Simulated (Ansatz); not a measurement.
# What a change does: single-point calculation on CF3HfNO

System: CF3HfNO, SMILES O=C=[N][Hf]([F])([F])[F].
Method of run 1: RKS SPW92 (LDA)/def2-TZVPP (Ansatz 0.2.0).

The geometry comes from this level: PBE0-D4/def2-TZVP. Text and figures count atoms from 1; the logs count them from 0 in places.

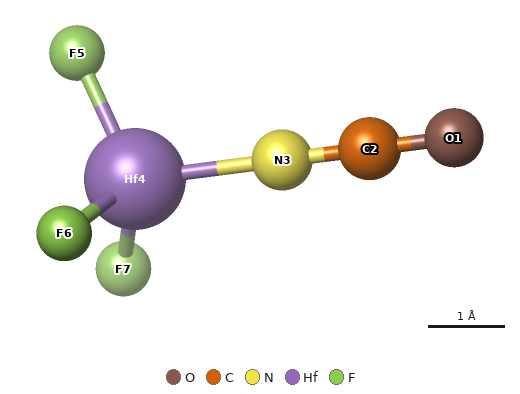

Figure 1. The structure (ball-and-stick view, seen at a tilt; atoms are numbered from 1 in the order of the input). Sticks mark near contacts.

## Input file, run 1
```yaml
crystal:
  periodic: [false, false, false]
  atoms:
    - {symbol: O, position_ang: [1.850685, -2.027617, 1.806780]}
    - {symbol: C, position_ang: [1.196950, -1.311269, 1.168761]}
    - {symbol: N, position_ang: [0.519195, -0.568578, 0.507290]}
    - {symbol: Hf, position_ang: [-0.620233, 0.679549, -0.605566]}
    - {symbol: F, position_ang: [0.470353, 2.016821, -1.391251]}
    - {symbol: F, position_ang: [-1.925791, 1.508150, 0.491676]}
    - {symbol: F, position_ang: [-1.491170, -0.297046, -1.977690]}
basis:
  gaussian: {orbitals: def2-TZVPP}
hamiltonian: {xc: lda}
output: {orbitals: {seedname: orbitals}}
```

Command:
```bash
ansatz run in.yaml --threads 4 --pin off --events-out ev --progress --plain --max-ram 10444MiB
```

Hardware: 4 threads of AMD EPYC, 180 GiB of memory available, shared host.

## Output (run 1)
```
Functional definition: SPW92
  exchange = slater_x
  correlation = pw_c
1312 factors; their error is unknown
mean field evaluation 1: about -13941.6534 eV, gradient 9.4e1 eV
mean field evaluation 2: about -13843.6842 eV, gradient 2.5e2 eV
mean field evaluation 4: about -13952.4502 eV, gradient 4.3e1 eV
mean field evaluation 8: about -13955.9401 eV, gradient 5.5e-1 eV
mean field evaluation 16: about -13955.9356 eV, gradient 1.4e-4 eV
mean field -13955.93561059 eV, -512.8711740164 hartree, gradient 5.4e-5 eV, S^2 0.000000; 0 other end points of the search recorded, 0 dependent functions left out
reference -13955.93565656 eV, -512.8711757057 hartree; 30, 30 occupied and 212, 212 virtual orbitals, 1312 factors
Total energy: -13955.93565656 eV, -512.8711757057 hartree
```

The input of run 2 differs as follows (lines with − go, lines with + come):
```diff
-hamiltonian: {xc: lda}
+hamiltonian: {xc: {name: wB97X-V}}
```

Predict how the results change.

The total energies belong to different methods, so their difference says nothing on which is more stable or more accurate. The HOMO goes from −8.23 to −11.70 eV. The LUMO goes from −2.47 to 0.84 eV. On the same kind of shared host run 2 took about 5.4 times as long.

## Output (run 2)
```
Functional definition: wB97X-V
  parameter omega = 0.3/bohr
  parameter cx = 0.167
  parameter cx1 = 0.603
  parameter cx2 = 1.194
  parameter css0 = 0.556
  parameter css1 = -0.257
  parameter cos0 = 1.219
  parameter cos1 = -1.850
  parameter b = 6.0
  parameter c = 0.01
  exchange = spin_sum(e_x_unif_sr(omega)*poly(b97_u_x, 1 - cx, cx1, cx2)) + cx*exact_x_sr(omega) + exact_x_lr(omega)
  correlation = spin_sum(e_c_pw_same_spin*poly(b97_u_same, css0, css1))
      + integral(e_c_pw_opposite_spin*poly(b97_u_opposite, cos0, cos1)) + vv10(b, c)
1312 factors; their error is unknown
270 factors; integrals over basis functions are off by at most 6.2e-6 eV
mean field evaluation 1: about -14030.8443 eV, gradient 8.0e1 eV
mean field evaluation 2: about -14025.1843 eV, gradient 1.1e2 eV
mean field evaluation 4: about -14040.9745 eV, gradient 4.0e0 eV
mean field evaluation 8: about -14041.0080 eV, gradient 1.2e-1 eV
mean field evaluation 16: about -14041.0474 eV, gradient 2.8e-4 eV
mean field -14041.04737156 eV, -515.9989735409 hartree, gradient 7.6e-5 eV, S^2 0.000000; 0 other end points of the search recorded, 0 dependent functions left out
reference -14041.04736925 eV, -515.9989734562 hartree; 30, 30 occupied and 212, 212 virtual orbitals, 1312 factors
Total energy: -14041.04736925 eV, -515.9989734562 hartree
```

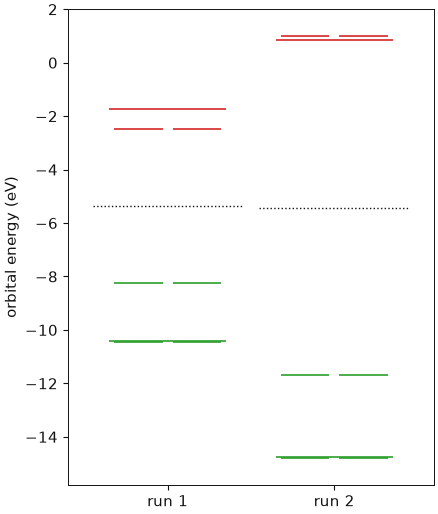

Figure 2. The five highest filled and three lowest empty orbital energies of the two runs; the dotted lines part filled from empty levels. The HOMO–LUMO gap is 5.76 eV in run 1 and 12.55 eV in run 2.

## The two runs side by side

```csv
quantity,run 1,run 2
outcome,converged,converged
total energy (hartree),−512.871176,−515.998973
HOMO (eV),−8.23,−11.70
LUMO (eV),−2.47,0.84
basis functions,242,242
wall time (shared host),3.1 s,17 s
```
